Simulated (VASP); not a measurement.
Band structure of LiCl (rock salt). Method: TPSS meta-GGA, VASP's PBE PAW potentials (set 64) (plane waves; VASP).

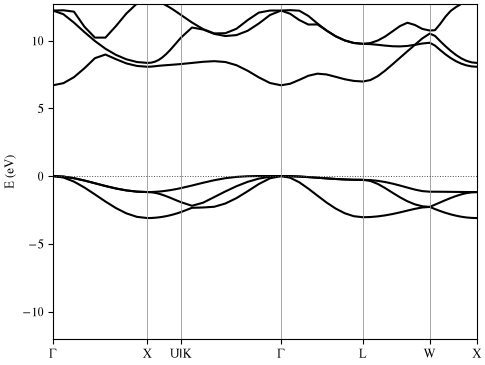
Figure. Bands along high-symmetry lines, zero at the valence-band maximum or, without a gap, the Fermi level

**Question.** Read the plot: is there a gap, and where are the band edges?

**Answer.** The gap is direct, 6.70 eV, from the valence maximum at Γ to the conduction minimum at Γ.

Measured: gap 9.40 eV (computed value off by -2.70 eV), as given by Wei Chen et al., Physical Review Materials (2018), doi:10.1103/physrevmaterials.2.073803.

The compound is LiCl in the rock salt structure. It was relaxed first.
